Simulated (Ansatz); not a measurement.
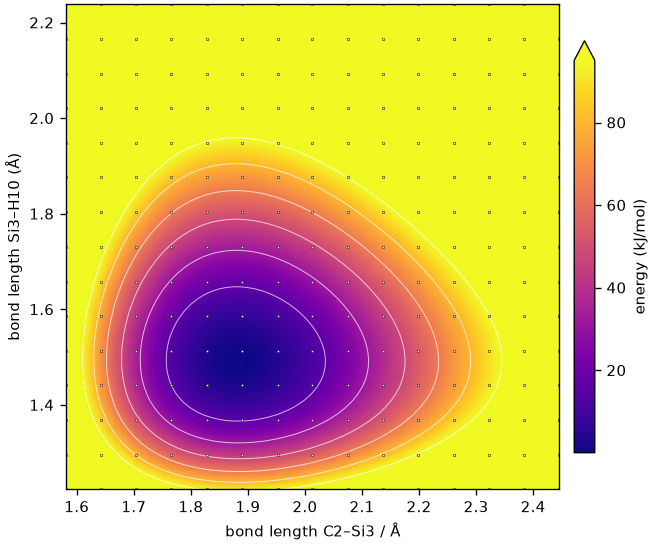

C2H7Si, SMILES CC[SiH2], spin multiplicity 2. The first coordinate is: bond length C2–Si3; the second: bond length Si3–H10. Nothing is relaxed (all other coordinates rigid). The scan uses a 15 × 15 grid. Points are written as (first, second). All energies are given in kJ/mol relative to the relaxed molecule at the same level. Level of theory: UKS PBE0-D4/def2-TZVP (Ansatz).

In the figure: a smooth colour map with a few white contour lines, dots at the grid points, one colour for all values above the top of the scale. Between grid points the surface is interpolated.

Where is the minimum, and how stiff is the well along each coordinate?

Answer. The interpolated minimum is at bond length C2–Si3 ≈ 1.882 Å, bond length Si3–H10 ≈ 1.492 Å. The curvatures there are about 17 eV/Å² and 17 eV/Å², with a cross term of about 0 eV/Å². Round the minimum the contours are nearly round: the two directions are equally stiff and uncoupled. (1 eV is 96.5 kJ/mol.)
